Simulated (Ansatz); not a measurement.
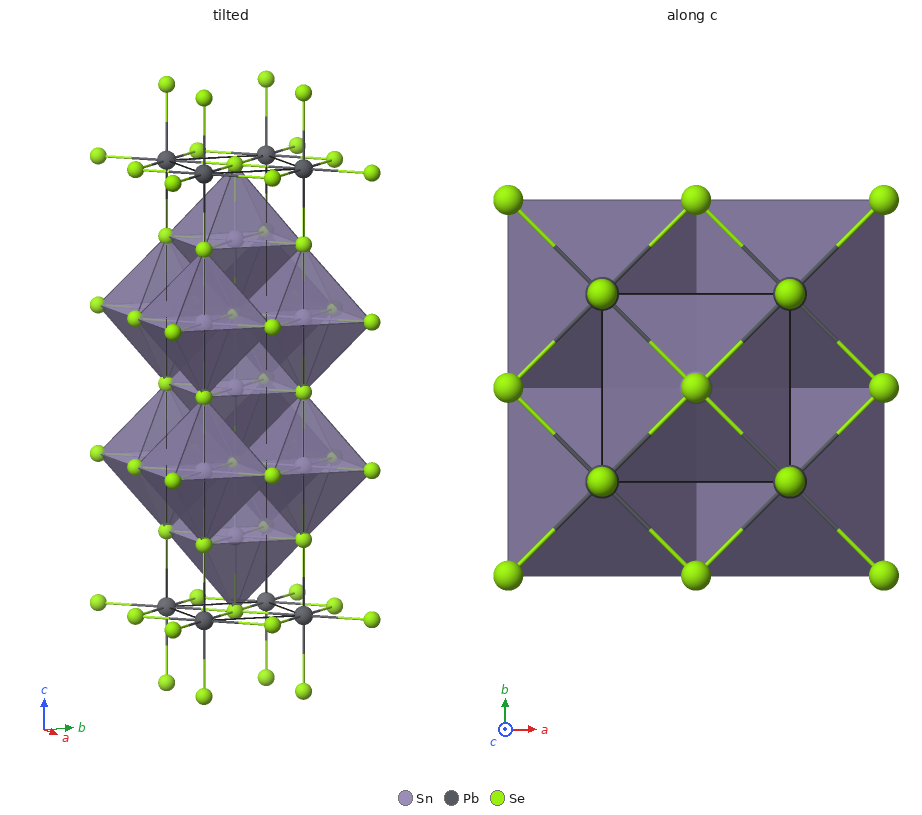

The figure gives a polyhedral picture of the atoms, viewed slightly off an axis and along the c axis. Atoms at the boundary of the conventional unit cell (the box) are drawn once for each face, edge or corner they touch. A few atoms beyond the faces are included.

Sn5PbSe6, space group P4/mmm (No. 123), a = 4.304 Å, b = 4.304 Å, c = 18.265 Å, α = 90.00°, β = 90.00°, γ = 90.00°. It derives from a structure type filled with these elements by a generator (whether the compound takes this form wasn't checked). Earlier steps of the study, as a rule a relaxation of our own, may have changed the cell and positions, so they can lie some per cent off the listed ones. It was run through Ansatz as a DFT input.

This one geometry was computed with Ansatz (DFT, plane waves, PAW) at three levels of theory: LDA, r2SCAN and PBE.

### Which level gives the highest pressure at this volume, and what does that say about its equilibrium volume?

Highest: PBE (0.0 GPa), which points to the largest equilibrium volume. Lowest, with the smallest volume: LDA (-4.1 GPa). Levels within 0.5 GPa of each other can't be told apart.

### How does the band gap change with the level of theory?

PBE: a gap of 0.01 eV, direct; LDA: a gap of 0.02 eV, direct; r2SCAN: a gap of 0.08 eV, direct.

### Collect the results in a table.

| level | cutoff (eV) | k-mesh of the run's cell | gap (eV) | pressure (GPa) |
| --- | --- | --- | --- | --- |
| LDA | 420 | 8×8×2 | 0.02 | -4.1 |
| r2SCAN | 500 | 8×8×2 | 0.08 | -1.0 |
| PBE | 420 | 8×8×2 | 0.01 | 0.0 |

Gaps are taken on the k-mesh or band path of each run.
